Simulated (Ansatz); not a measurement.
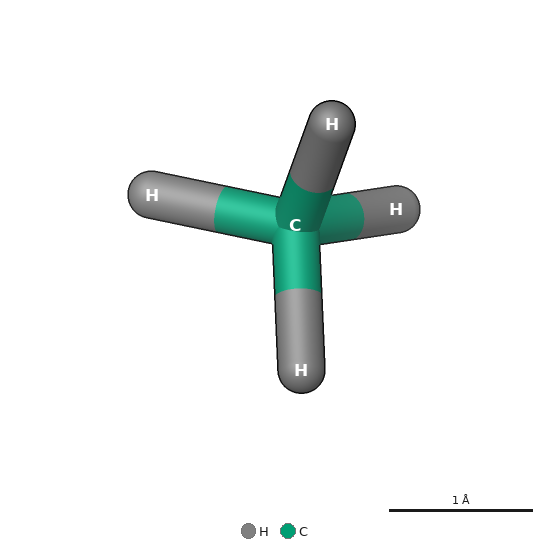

Stick drawing of a structure.

Give the formula.

Answer. CH₄, 5 atoms: 1 carbon and 4 hydrogen.

How many bonds of each kind are drawn?

Answer. 4 C–H. Sticks follow a distance rule.

How many sets of symmetry-equivalent atoms are there?

Answer. 2: 4 H, 1 C.

Give the symmetry (Schoenflies symbol).

Answer. Td.

More results for the same structure follow; atom numbers are the same in all pictures, views and colours differ. The geometry was computed by an optimisation with PBE0-D4/def2-TZVP.

### Geometry

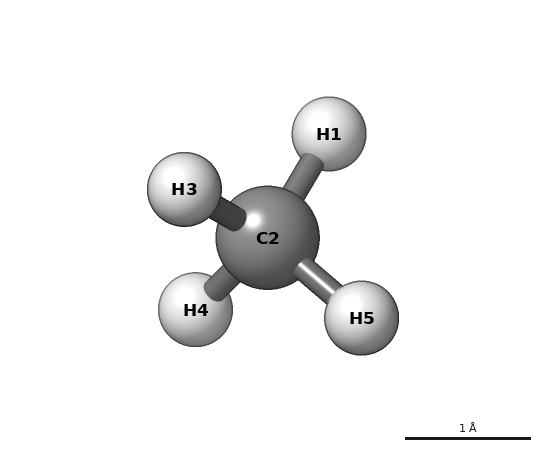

Atoms carry their numbers in the input.

Give these bond angles: H1–C2–H3.

| angle | degrees |
| --- | --- |
| H1–C2–H3 | 109.5 |

### Vibrations

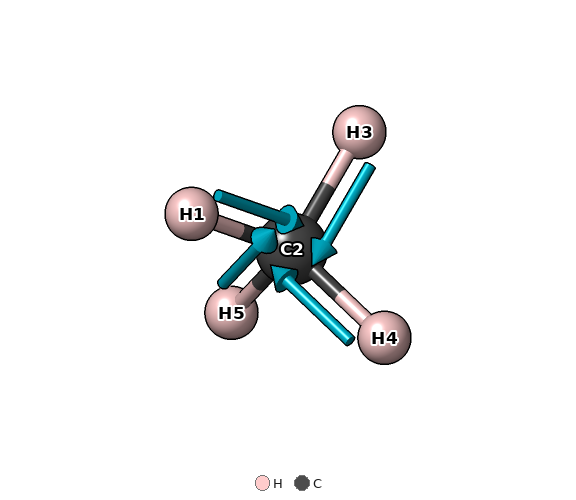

The arrows show one normal mode. Harmonic vibrations computed with RKS PBE0-D4/def2-TZVP (Ansatz 0.2.0) at a stationary point of the same level.

Describe the motion.

Answer. Mostly in-phase stretching of 4 C–H bonds.

At what wavenumber does it lie?

Answer. 3047 cm⁻¹; it is mode 6 of 9 counted from the lowest.

### Thermal motion

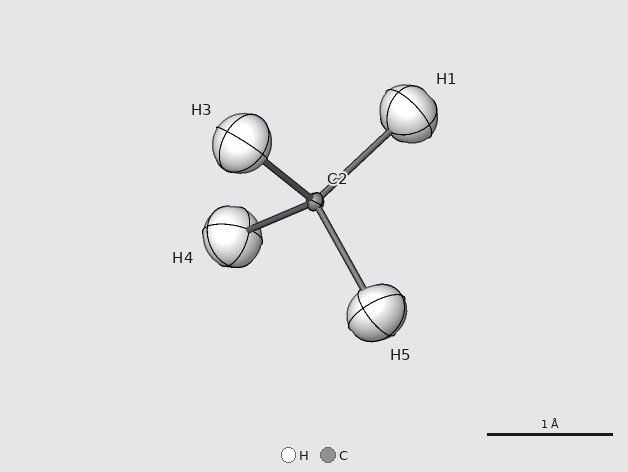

Displacement ellipsoids at the 50 % level, enlarged 2 times, from the internal vibrations of the free molecule (harmonic, no overall translation or rotation; no half-axis is drawn under 0.075 Å). Vibrations computed with RKS PBE0-D4/def2-TZVP (Ansatz 0.2.0). Temperature: 298 K.

Give the displacement parameters, one line for each set of equivalent atoms.

```
          atom  U_eq (Å²)   rms amplitudes (Å)
H1, H3, H4, H5     0.0061  0.071, 0.082, 0.082
            C2    0.00021  0.014, 0.014, 0.014
```

### Charges

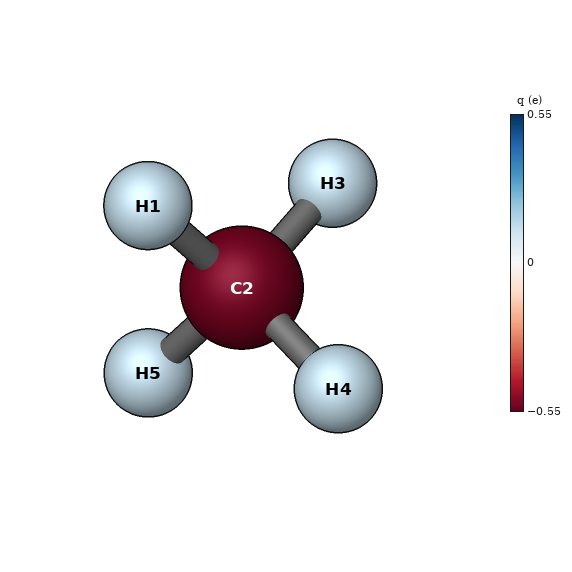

Atoms are coloured by their Mulliken charges. Method: RKS PBE0-D4/def2-TZVP (Ansatz 0.2.0).

Give the Mulliken charges atom by atom.

```tsv
atom	value (e)
H1	0.13
C2	−0.53
H3	0.13
H4	0.13
H5	0.13
```

Mulliken values depend strongly on the basis set and can even reverse the polarity of a bond.
